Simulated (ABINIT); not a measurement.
## Quasiparticle gap of NaF (Villiaumite) in ABINIT

Aim: the G0W0 gap of NaF (Villiaumite) on PBE, step by step.

Method: PBE and many-body steps on it, plane waves, in ABINIT 10.8.3.

The database entry behind the starting cell differs from later determinations by our own check (0.1 to 0.3 % short, probably kX units), so it need not match the best structure at ambient conditions.

## (1) Set-up

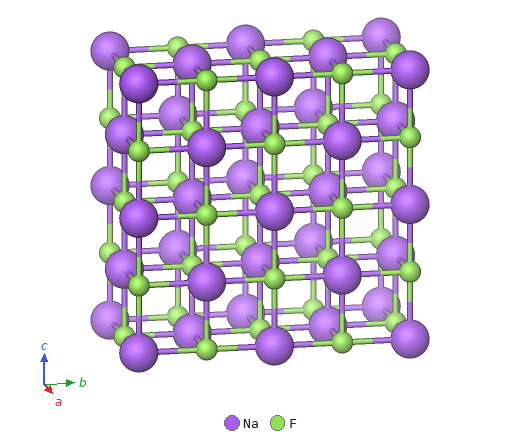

Start, viewed slightly off an axis; sodium purple, fluorine green. 1×2×2 cells are drawn. This picture shows the conventional cell, with its axes. Some periodic images of atoms are drawn too.

The cell and positions come from the Crystallography Open Database and are kept as given unless a step says otherwise.

## (2) Ground state

This step: ABINIT 10.8.3; DFT, PBE, plane waves, norm-conserving pseudopotentials.

The ground-state density comes first.

run.abi reads:

```
acell 3*1.0 Angstrom
rprim 
  0.000000000000 2.310000000000 2.310000000000
  2.310000000000 0.000000000000 2.310000000000
  2.310000000000 2.310000000000 0.000000000000
ntypat 2
znucl 11 9
natom 2
typat 1 2
xred 
  0.000000000000 0.000000000000 0.000000000000
  0.500000000000 0.500000000000 0.500000000000
pp_dirpath "pseudos"
pseudos "Na.upf, F.upf"
ecut 38
ngkpt 8 8 8
nshiftk 1
shiftk 0 0 0
kptopt 1
chksymbreak 0
nband 13
occopt 1
tolvrs 1e-10
nstep 60
prtwf 0
optforces 0
optstress 0
indata_prefix "in"
outdata_prefix "out"
tmpdata_prefix "tmp"
```

Started as:

```sh
$ OMP_NUM_THREADS=1 mpirun -n 8 abinit run.abi > log
```

Numbers of over 12 decimals in the logs are rounded to 6 here.

The program printed:

```text
.Version 10.8.3 of ABINIT. v10.8.2 released Aug 2026.

 Symmetries : space group Fm -3 m (#225); Bravais cF (face-center cubic)
================================================================================
 Values of the parameters that define the memory need of the present run
     intxc =       0    ionmov =       0      iscf =       7    lmnmax =       5
     lnmax =       5     mgfft =      36  mpssoang =       3    mqgrid =    3001
     natom =       2  nloc_mem =       1    nspden =       1   nspinor =       1
    nsppol =       1      nsym =      48    n1xccc =    2501    ntypat =       2
    occopt =       1   xclevel =       2
-    mband =          13        mffmem =           1         mkmem =           4
       mpw =        1880          nfft =       46656          nkpt =          29
================================================================================
  Rough estimation (10% accuracy) of disk space for files :
================================================================================

--------------------------------------------------------------------------------
------------- Echo of variables that govern the present computation ------------
--------------------------------------------------------------------------------
 -outvars: echo values of preprocessed input variables --------
            acell      1.8897261259E+00  1.8897261259E+00  1.8897261259E+00 Bohr

      chksymbreak           0
             ecut      3.80000000E+01 Hartree
-          fftalg         312

              ixc     -101130
              kpt      0.00000000E+00  0.00000000E+00  0.00000000E+00
                       1.25000000E-01  0.00000000E+00  0.00000000E+00
                       2.50000000E-01  0.00000000E+00  0.00000000E+00
                       3.75000000E-01  0.00000000E+00  0.00000000E+00
                       5.00000000E-01  0.00000000E+00  0.00000000E+00
                       1.25000000E-01  1.25000000E-01  0.00000000E+00
                       2.50000000E-01  1.25000000E-01  0.00000000E+00
                       3.75000000E-01  1.25000000E-01  0.00000000E+00
                       5.00000000E-01  1.25000000E-01  0.00000000E+00
   [... 18 further rows ...]
                      -3.75000000E-01  5.00000000E-01  1.25000000E-01
                      -2.50000000E-01  5.00000000E-01  2.50000000E-01
         kptrlatt        8    0    0      0    8    0      0    0    8
          kptrlen      4.93873623E+01
P           mkmem           4
            natom           2
            nband          13
            ngfft          36      36      36
             nkpt          29
            nstep          60
             nsym          48
           ntypat           2
              occ      2.000000  2.000000  2.000000  2.000000  2.000000  2.000000
                       2.000000  2.000000  0.000000  0.000000  0.000000  0.000000
                       0.000000
        optforces           0
        optstress           0
            prtwf           0
            rprim      0.0000000000E+00  2.3100000000E+00  2.3100000000E+00
[...]
spgroup         225

           tolvrs      1.00000000E-10

             xred      0.0000000000E+00  0.0000000000E+00  0.0000000000E+00
[...]
znucl       11.00000    9.00000

================================================================================

 chkinp: Checking input parameters for consistency.

================================================================================
== DATASET  1 ==================================================================
-   mpi_nproc: 8, omp_nthreads: 1 (-1 if OMP is not activated)

--- !DatasetInfo
iteration_state: {dtset: 1, }
dimensions: {natom: 2, nkpt: 29, mband: 13, nsppol: 1, nspinor: 1, nspden: 1, mpw: 1880, }
cutoff_energies: {ecut:  38.0, pawecutdg:  -1.0, }
electrons: {nelect:   1.60000000E+01, charge:   0.00000000E+00, occopt:   1.00000000E+00, tsmear:   1.00000000E-02, }

 Real(R)+Recip(G) space primitive vectors, cartesian coordinates (Bohr,Bohr^-1):
 R(1)=  0.0000000  4.3652674  4.3652674  G(1)= -0.1145405  0.1145405  0.1145405
 R(2)=  4.3652674  0.0000000  4.3652674  G(2)=  0.1145405 -0.1145405  0.1145405
 R(3)=  4.3652674  4.3652674  0.0000000  G(3)=  0.1145405  0.1145405 -0.1145405
 Unit cell volume ucvol=  1.6636522E+02 bohr^3
 Angles (23,13,12)=  6.00000000E+01  6.00000000E+01  6.00000000E+01 degrees

 getcut: wavevector=  0.0000  0.0000  0.0000  ngfft=  36  36  36
         ecut(hartree)=     38.000   => boxcut(ratio)=   2.10145

--- Pseudopotential description ------------------------------------------------
- Na Generated using ONCVPSP code by D. R. Hamann
- 11.00000   9.00000  171031                  znucl, zion, pspdat
12 -101130 1 -1 1992                          pspcod,pspxc,lmax,lloc,mmax
     nproj     2     2     0
  pspatm : epsatm=    9.36084378
         --- l  ekb(1:nproj) -->
[...]
pspatm: atomic psp has been read  and splines computed

- F Generated using ONCVPSP code by D. R. Hamann
-  9.00000   7.00000  171031                  znucl, zion, pspdat
12 -101130 2 -1 832                           pspcod,pspxc,lmax,lloc,mmax
     nproj     2     2     1
  pspatm : epsatm=    4.87625608
         --- l  ekb(1:nproj) -->
[...]
1   -3.955629   -1.291931
             2   -2.441503
 pspatm: atomic psp has been read  and splines computed

   2.27793598E+02                                ecore*ucvol(ha*bohr**3)
--------------------------------------------------------------------------------

_setup2: Arith. and geom. avg. npw (full set) are    1861.705    1861.686

================================================================================

--- !BeginCycle
iteration_state: {dtset: 1, }
solver: {iscf: 7, nstep: 60, nline: 4, wfoptalg: 0, }
tolerances: {tolvrs: 1.00E-10, }

     iter   Etot(hartree)      deltaE(h)  residm     vres2
 ETOT  1  -70.408066656601    -7.041E+01 6.300E-02 2.786E+02
 ETOT  2  -70.422707022849    -1.464E-02 1.575E-03 2.132E+02
 ETOT  3  -70.480757204434    -5.805E-02 2.641E-03 1.018E+01
 ETOT  4  -70.482977861201    -2.221E-03 2.252E-04 2.827E-02
 ETOT  5  -70.482978541303    -6.801E-07 2.558E-05 4.400E-03
 ETOT  6  -70.482979443633    -9.023E-07 2.926E-05 3.641E-04
 ETOT  7  -70.482979498542    -5.491E-08 2.428E-06 2.384E-05
 ETOT  8  -70.482979502242    -3.700E-09 3.552E-06 1.244E-07
 ETOT  9  -70.482979502256    -1.455E-11 2.568E-07 9.006E-10
 ETOT 10  -70.482979502257    -1.194E-12 4.594E-07 2.958E-11

 At SCF step   10       vres2   =  2.96E-11 < tolvrs=  1.00E-10 =>converged.

--- !ResultsGS
iteration_state: {dtset: 1, }
comment   : Summary of ground state results
lattice_vectors:
- [  0.0000000,   4.3652674,   4.3652674, ]
- [  4.3652674,   0.0000000,   4.3652674, ]
- [  4.3652674,   4.3652674,   0.0000000, ]
lattice_lengths: [   6.17342,    6.17342,    6.17342, ]
lattice_angles: [ 60.000,  60.000,  60.000, ] # degrees, (23, 13, 12)
lattice_volume:   1.6636522E+02
convergence: {deltae: -1.194E-12, res2:  2.958E-11, residm:  4.594E-07, diffor:  0.000E+00, }
etotal    :  -7.04829795E+01
entropy   :   0.00000000E+00
fermie    :  -4.88605676E-02
cartesian_stress_tensor: null
pressure_GPa: null
xred      :
- [  0.0000E+00,   0.0000E+00,   0.0000E+00, Na]
- [  5.0000E-01,   5.0000E-01,   5.0000E-01,  F]
cartesian_forces: null
force_length_stats: {min: null, max: null, mean: null, }

 Integrated electronic density in atomic spheres:
 ------------------------------------------------
 Atom  Sphere_radius  Integrated_density
    1        2.00000          7.97084872
    2        2.00000          7.05564392
================================================================================

 ----iterations are completed or convergence reached----

 Mean square residual over all n,k,spin=   15.498E-10; max=  45.940E-08
 reduced coordinates (array xred) for    2 atoms
       0.000000000000      0.000000000000      0.000000000000
       0.500000000000      0.500000000000      0.500000000000
 rms dE/dt=  0.0000E+00; max dE/dt=  0.0000E+00; dE/dt below (all hartree)
    1       0.000000000000      0.000000000000      0.000000000000
    2       0.000000000000      0.000000000000      0.000000000000

 cartesian coordinates (angstrom) at end:
    1      0.000000     0.000000     0.000000
    2      2.310000     2.310000     2.310000
 length scales=  1.889726125908  1.889726125908  1.889726125908 bohr
              =  1.000000000000  1.000000000000  1.000000000000 angstroms
 prteigrs : about to open file out_EIG
 Fermi (or HOMO) energy (hartree) =  -0.04886   Average Vxc (hartree)=  -0.33630
 Eigenvalues (hartree) for nkpt=  29  k points:
 kpt#   1, nband= 13, wtk=  0.00195, kpt=  0.0000  0.0000  0.0000 (reduced coord)
  -1.77830   -0.75120   -0.74502   -0.74502   -0.74502   -0.04886   -0.04886   -0.04886
   0.18595    0.65511    0.65511    0.65511    0.75878
 prteigrs : prtvol=0 or 1, do not print more k-points.

--- !EnergyTerms
iteration_state     : {dtset: 1, }
comment             : Components of total free energy in Hartree
kinetic             :  4.41522876582249E+01
hartree             :  2.26330635976220E+01
xc                  : -1.24994461213702E+01
Ewald energy        : -4.19984822340426E+01
psp_core            :  1.36923810434905E+00
local_psp           : -6.66884159253213E+01
non_local_psp       : -1.74512245817192E+01
total_energy        : -7.04829795022573E+01
total_energy_eV     : -1.91793957900349E+03
band_energy         : -9.95671373633647E+00

== END DATASET(S) ==============================================================
================================================================================

 -outvars: echo values of variables after computation  --------
           etotal     -7.0482979502E+01
            nband          13
             nkpt          29
          spgroup         225
 [... the other variables as echoed above ...]

 Calculation completed.
```

Run time: 5.1 s. Hardware: 8 MPI ranks of Intel Xeon 6975P-C (Granite Rapids), shared host; peak memory 0.59 GiB; 38 s of CPU time.

This step gave:

- total energy: -1917.9396 eV
- gap: 6.390 eV
- k of the valence top: 0, 0, 0
- k of the conduction bottom: 0, 0, 0
- least direct gap: 6.390 eV

The gap is direct, at Γ.

## (3) Bands along the symmetry lines

The cheap functional maps the bands first; the places of the edges decide which points the dearer methods must see.

run.abi reads:

```
acell 3*1.0 Angstrom
rprim 
  0.000000000000 2.310000000000 2.310000000000
  2.310000000000 0.000000000000 2.310000000000
  2.310000000000 2.310000000000 0.000000000000
ntypat 2
znucl 11 9
natom 2
typat 1 2
xred 
  0.000000000000 0.000000000000 0.000000000000
  0.500000000000 0.500000000000 0.500000000000
pp_dirpath "pseudos"
pseudos "Na.upf, F.upf"
ecut 38
iscf -2
irdden 1
kptopt 0
nkpt 50
kpt 
  0.00000000 0.00000000 0.00000000
  0.06250000 0.00000000 0.06250000
  0.12500000 0.00000000 0.12500000
  0.18750000 0.00000000 0.18750000
  0.25000000 0.00000000 0.25000000
  0.31250000 0.00000000 0.31250000
  0.37500000 0.00000000 0.37500000
  0.43750000 0.00000000 0.43750000
  0.50000000 0.00000000 0.50000000
  0.51562500 0.03125000 0.51562500
  0.53125000 0.06250000 0.53125000
  0.54687500 0.09375000 0.54687500
  0.56250000 0.12500000 0.56250000
  0.57812500 0.15625000 0.57812500
  0.59375000 0.18750000 0.59375000
  0.60937500 0.21875000 0.60937500
  0.62500000 0.25000000 0.62500000
  0.37500000 0.37500000 0.75000000
  0.32812500 0.32812500 0.65625000
  0.28125000 0.28125000 0.56250000
  0.23437500 0.23437500 0.46875000
  0.18750000 0.18750000 0.37500000
  0.14062500 0.14062500 0.28125000
  0.09375000 0.09375000 0.18750000
  0.04687500 0.04687500 0.09375000
  0.00000000 0.00000000 0.00000000
  0.06250000 0.06250000 0.06250000
  0.12500000 0.12500000 0.12500000
  0.18750000 0.18750000 0.18750000
  0.25000000 0.25000000 0.25000000
  0.31250000 0.31250000 0.31250000
  0.37500000 0.37500000 0.37500000
  0.43750000 0.43750000 0.43750000
  0.50000000 0.50000000 0.50000000
  0.50000000 0.46875000 0.53125000
  0.50000000 0.43750000 0.56250000
  0.50000000 0.40625000 0.59375000
  0.50000000 0.37500000 0.62500000
  0.50000000 0.34375000 0.65625000
  0.50000000 0.31250000 0.68750000
  0.50000000 0.28125000 0.71875000
  0.50000000 0.25000000 0.75000000
  0.50000000 0.21875000 0.71875000
  0.50000000 0.18750000 0.68750000
  0.50000000 0.15625000 0.65625000
  0.50000000 0.12500000 0.62500000
  0.50000000 0.09375000 0.59375000
  0.50000000 0.06250000 0.56250000
  0.50000000 0.03125000 0.53125000
  0.50000000 0.00000000 0.50000000
istwfk *1
nband 15
nbdbuf 2
tolwfr 1e-08
nstep 40
prtwf 0
prtvol 0
indata_prefix "in"
outdata_prefix "out"
tmpdata_prefix "tmp"
```

The program printed:

```text
.Version 10.8.3 of ABINIT. v10.8.2 released Aug 2026.

 Symmetries : space group Fm -3 m (#225); Bravais cF (face-center cubic)
[... echo of the input left out ...]
== DATASET  1 ==================================================================
-   mpi_nproc: 8, omp_nthreads: 1 (-1 if OMP is not activated)

--- !DatasetInfo
iteration_state: {dtset: 1, }
dimensions: {natom: 2, nkpt: 50, mband: 15, nsppol: 1, nspinor: 1, nspden: 1, mpw: 1880, }
cutoff_energies: {ecut:  38.0, pawecutdg:  -1.0, }
electrons: {nelect:   1.60000000E+01, charge:   0.00000000E+00, occopt:   1.00000000E+00, tsmear:   1.00000000E-02, }

 Real(R)+Recip(G) space primitive vectors, cartesian coordinates (Bohr,Bohr^-1):
 R(1)=  0.0000000  4.3652674  4.3652674  G(1)= -0.1145405  0.1145405  0.1145405
 R(2)=  4.3652674  0.0000000  4.3652674  G(2)=  0.1145405 -0.1145405  0.1145405
 R(3)=  4.3652674  4.3652674  0.0000000  G(3)=  0.1145405  0.1145405 -0.1145405
 Unit cell volume ucvol=  1.6636522E+02 bohr^3
 Angles (23,13,12)=  6.00000000E+01  6.00000000E+01  6.00000000E+01 degrees

 getcut: wavevector=  0.0000  0.0000  0.0000  ngfft=  36  36  36
         ecut(hartree)=     38.000   => boxcut(ratio)=   2.10145

--- Pseudopotential description ------------------------------------------------
- Na Generated using ONCVPSP code by D. R. Hamann
- 11.00000   9.00000  171031                  znucl, zion, pspdat
12 -101130 1 -1 1992                          pspcod,pspxc,lmax,lloc,mmax
     nproj     2     2     0
  pspatm : epsatm=    9.36084378
         --- l  ekb(1:nproj) -->
             0    2.667291   -0.676599
             1   -6.743718   -2.407365
 pspatm: atomic psp has been read  and splines computed

- F Generated using ONCVPSP code by D. R. Hamann
-  9.00000   7.00000  171031                  znucl, zion, pspdat
12 -101130 2 -1 832                           pspcod,pspxc,lmax,lloc,mmax
     nproj     2     2     1
  pspatm : epsatm=    4.87625608
         --- l  ekb(1:nproj) -->
             0    6.519403    1.070094
[...]
2   -2.441503
 pspatm: atomic psp has been read  and splines computed

--------------------------------------------------------------------------------

================================================================================
 prteigrs : about to open file out_EIG
 Non-SCF case, kpt    1 (  0.00000  0.00000  0.00000), residuals and eigenvalues=
  3.60E-09  2.52E-09  7.97E-09  3.08E-09  8.09E-09  6.43E-09  1.36E-09  9.53E-10
  1.24E-09  9.78E-09  8.94E-09  8.26E-10  3.23E-09  4.49E-08  7.70E-08
 -1.7783E+00 -7.5120E-01 -7.4502E-01 -7.4502E-01 -7.4502E-01 -4.8861E-02
 -4.8861E-02 -4.8861E-02  1.8595E-01  6.5511E-01  6.5511E-01  6.5511E-01
[...]
Non-SCF case, kpt    2 (  0.06250  0.00000  0.06250), residuals and eigenvalues=
  3.39E-09  8.37E-09  1.78E-09  2.56E-09  3.38E-09  1.79E-09  2.15E-09  1.07E-09
[...]
7.11E-09  9.11E-09  2.07E-09  6.00E-09  2.45E-09  4.44E-09  1.89E-09  9.20E-09
  2.82E-09  2.68E-09  2.37E-09  8.75E-09  7.65E-09  6.74E-09  8.92E-09
[...]
Non-SCF case, kpt   49 (  0.50000  0.03125  0.53125), residuals and eigenvalues=
[...]
Non-SCF case, kpt   50 (  0.50000  0.00000  0.50000), residuals and eigenvalues=
[...]
-1.7776E+00 -7.5029E-01 -7.4703E-01 -7.4703E-01 -7.4207E-01 -9.5843E-02
 -6.3793E-02 -6.3793E-02  4.3796E-01  4.4449E-01  4.5634E-01  6.8268E-01
[...]
--- !ResultsGS
iteration_state: {dtset: 1, }
comment   : Summary of ground state results
lattice_vectors:
- [  0.0000000,   4.3652674,   4.3652674, ]
- [  4.3652674,   0.0000000,   4.3652674, ]
- [  4.3652674,   4.3652674,   0.0000000, ]
lattice_lengths: [   6.17342,    6.17342,    6.17342, ]
lattice_angles: [ 60.000,  60.000,  60.000, ] # degrees, (23, 13, 12)
lattice_volume:   1.6636522E+02
convergence: {deltae:  0.000E+00, res2:  0.000E+00, residm:  9.992E-09, diffor:  0.000E+00, }
etotal    :  -7.04829795E+01
entropy   :   0.00000000E+00
fermie    :  -4.88605676E-02
cartesian_stress_tensor: null
pressure_GPa: null
xred      :
- [  0.0000E+00,   0.0000E+00,   0.0000E+00, Na]
- [  5.0000E-01,   5.0000E-01,   5.0000E-01,  F]
cartesian_forces: null
force_length_stats: {min: null, max: null, mean: null, }

 Integrated electronic density in atomic spheres:
 ------------------------------------------------
 Atom  Sphere_radius  Integrated_density
[...]
================================================================================

 ----iterations are completed or convergence reached----

 Mean square residual over all n,k,spin=   35.518E-10; max=  99.923E-10
 reduced coordinates (array xred) for    2 atoms
       0.000000000000      0.000000000000      0.000000000000
       0.500000000000      0.500000000000      0.500000000000

 cartesian coordinates (angstrom) at end:
    1      0.000000     0.000000     0.000000
    2      2.310000     2.310000     2.310000
 length scales=  1.889726125908  1.889726125908  1.889726125908 bohr
              =  1.000000000000  1.000000000000  1.000000000000 angstroms
 prteigrs : about to open file out_EIG
 Eigenvalues (hartree) for nkpt=  50  k points:
 kpt#   1, nband= 15, wtk=  1.00000, kpt=  0.0000  0.0000  0.0000 (reduced coord)
[...]
kpt#   2, nband= 15, wtk=  1.00000, kpt=  0.0625  0.0000  0.0625 (reduced coord)
[...]
kpt#   3, nband= 15, wtk=  1.00000, kpt=  0.1250  0.0000  0.1250 (reduced coord)
[...]
kpt#  49, nband= 15, wtk=  1.00000, kpt=  0.5000  0.0313  0.5313 (reduced coord)
  -1.77764   -0.75026   -0.74869   -0.74705   -0.74034   -0.09557   -0.06415   -0.06403
   0.43801    0.44440    0.45776    0.67842    0.68499    0.84340    1.01693
 kpt#  50, nband= 15, wtk=  1.00000, kpt=  0.5000  0.0000  0.5000 (reduced coord)
  -1.77764   -0.75029   -0.74703   -0.74703   -0.74207   -0.09584   -0.06379   -0.06379
   0.43796    0.44449    0.45634    0.68268    0.68268    0.83897    1.01712

== END DATASET(S) ==============================================================
================================================================================

 -outvars: echo values of variables after computation  --------
            nband          15
             nkpt          50
          spgroup         225
 [... the other variables as echoed above ...]

 Calculation completed.
```

Wall time 2.9 s (8 MPI ranks); peak memory 0.07 GiB; 21 s of CPU time.

Numbers from this step:

```
gap                        : 6.390 eV
k of the valence top       : 0, 0, 0
k of the conduction bottom : 0, 0, 0
least direct gap           : 6.390 eV
```

The gap is 6.390 eV, as in the run before at this level.

Electronic bands along the path, in eV, zero at the top of the highest filled band; v1 is the highest filled band, c1 the lowest empty one:

```csv
point,v4,v3,v2,v1,c1,c2,c3,c4
Γ,-18.94,0.00,0.00,0.00,6.39,19.16,19.16,19.16
X,-18.86,-1.28,-0.41,-0.41,13.25,13.42,13.75,19.91
U,-18.45,-1.06,-0.83,-0.37,12.94,13.33,14.85,19.55
jump to K,-18.45,-1.06,-0.83,-0.37,12.94,13.33,14.85,19.55
Γ,-18.94,0.00,0.00,0.00,6.39,19.16,19.16,19.16
L,-18.13,-1.59,-0.25,-0.25,10.88,12.57,20.25,20.25
W,-18.44,-0.87,-0.87,-0.57,13.32,13.32,15.34,17.03
X,-18.86,-1.28,-0.41,-0.41,13.25,13.42,13.75,19.91
```

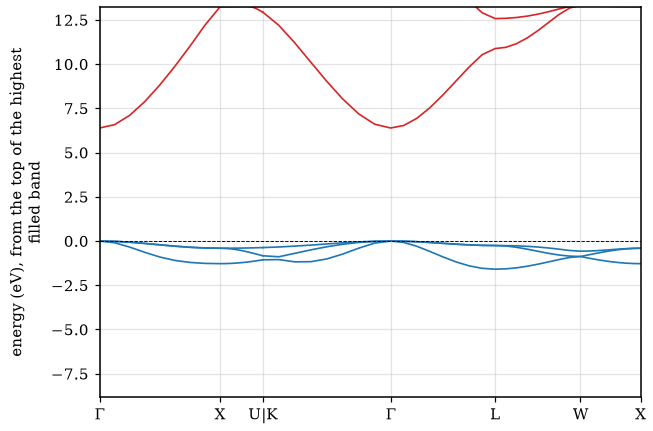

Electronic bands along the path; lines of filled and empty bands in two colours.

[end of part 1 of 2]

[Paths, hosts, dates, memory and timing lines, banners, echoed tables and standing remarks are left out of the program output.]

[Logs are printed without paths, hosts, clocks, repeated set-up lines and the standing remarks that a program may print on its own settings, such as how far it seeks lower states.]

[Runs of the session that timed out or met a known fault of the program may be left out.]

[Hosts, paths, dates, database ids (printed as entryN), source tags and the programs' standing remarks are cut or masked in the printed files.]

[G0W0 gaps are taken among the corrected bands and points alone; a level outside them can change the order at an edge.]

[Where Ansatz stands beside ABINIT at settings called matched, ABINIT's density can come from a denser mesh and the files from another edition; pairs whose starting gaps differed by over 0.03 eV were left out, so agreement reads better than it is.]
